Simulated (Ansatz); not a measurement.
# Cl₂F₂H₂OTi: what the fields show

```xyz
8

Ti   -0.0532    0.0628    0.0070
F     0.2463    0.0883    1.7429
F     1.5975   -0.0760   -0.5255
Cl   -0.6274    1.9804   -0.8989
Cl   -0.8412   -1.8084   -0.9536
O    -2.1932    0.0305    0.8870
H    -2.5769   -0.8094    0.5587
H    -2.0750   -0.0979    1.8495
```

Method: Ansatz, RKS PBE-D4/def2-SVP.

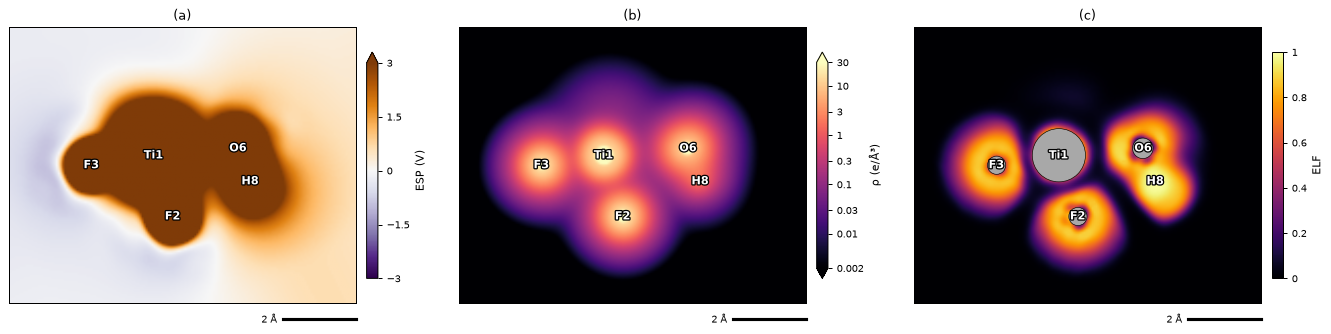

Figure 1. (a) electrostatic potential; (b) total electron density; (c) electron localisation function on the plane of atoms F2, Ti1 and O6. Grey discs cover the atomic cores in the ELF map.

### Interpret the plot.

The plane passes through Ti, F, O and H nuclei.
Ti–F (1.74 Å): ρ at the midpoint is about 1.1 e/Å³; the ELF peaks at about 0.85 in the valence shell of F, 0.5 Å from its nucleus, and drops to about 0.20 between the two atoms.
Ti–O (2.31 Å): ρ is about 0.28 e/Å³ halfway; the ELF peaks at about 0.90 in the valence shell of O, 0.6 Å from its nucleus, and is about 0.10 at the midpoint.
O–H (0.98 Å): ρ is about 3.6 e/Å³ halfway; the ELF climbs to about 1 towards the hydrogen, as it does in any bond to H (an ordinary covalent bond to hydrogen).
Outside the dense part of the molecule the potential is most negative (−0.9 V) near F3.

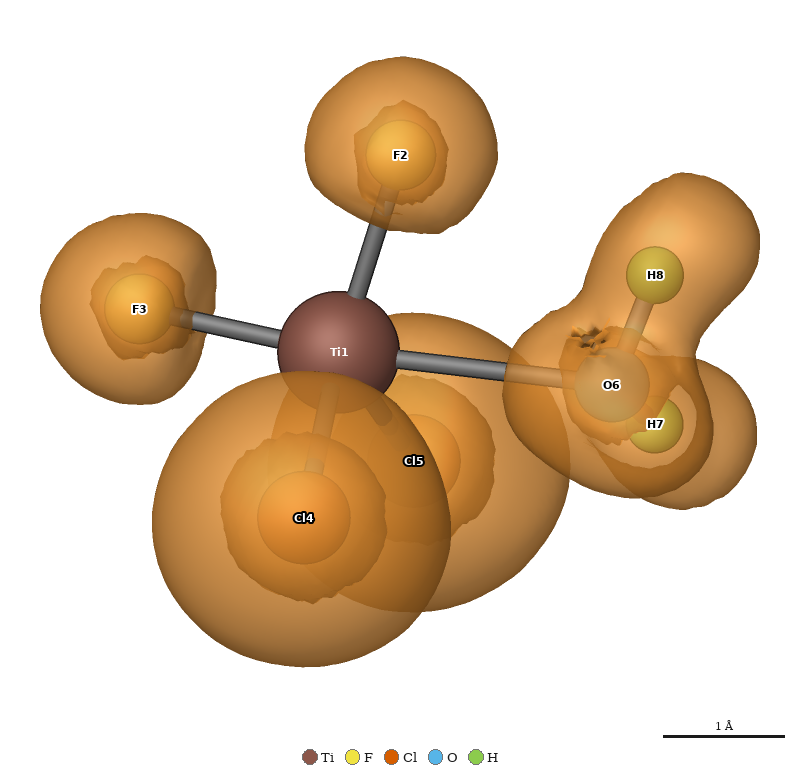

Figure 2. Isosurface of the ELF at 0.75 (orange), seen from one side. Only the valence region is drawn (cores and ρ < 0.01 e/Å³ removed).

### What do the ELF domains correspond to?

The ELF exceeds this value in two regions wrapped around Cl (the valence shell of each), two regions wrapped around F (the valence shell of each) and one joined region spread over several atoms (H, O), in which their bonds and any lone pairs are merged.


 Ti–Cl (2.20 Å): the ELF peaks at about 0.85 in the valence shell of Cl, 0.8 Å from its nucleus, and is about 0.40 at the midpoint.

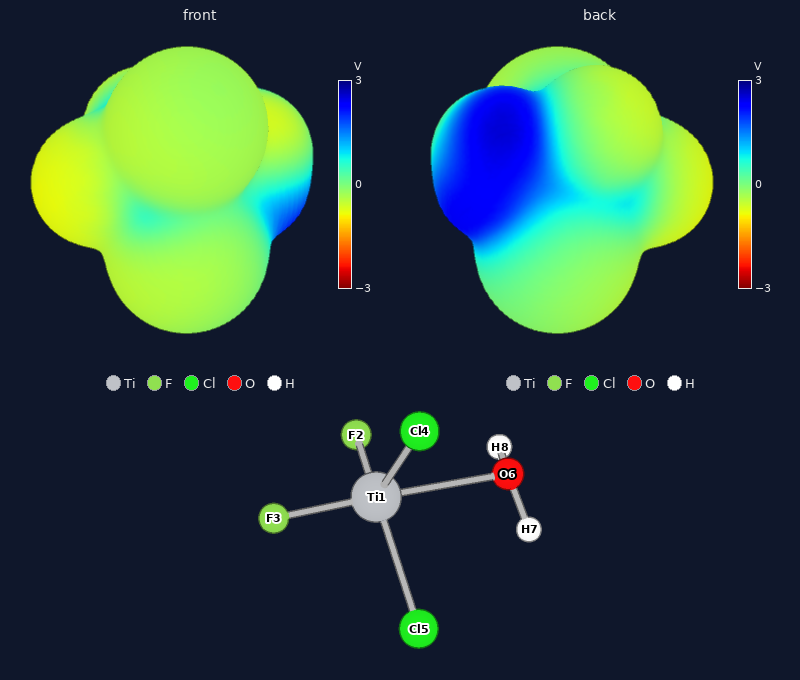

Figure 3. The electrostatic potential painted on the density surface at 0.001 e/bohr³, seen from the front and from behind; the colour scale runs from red (negative) to blue (positive). The bare structure is drawn below in the same view.

### Which sites attract a positive test charge, and which a negative one?

A positive charge is drawn to the negative regions and a negative charge to the positive ones. The most negative region (about −0.8 V) lies over F3, the most positive (about +2.5 V) over H8.
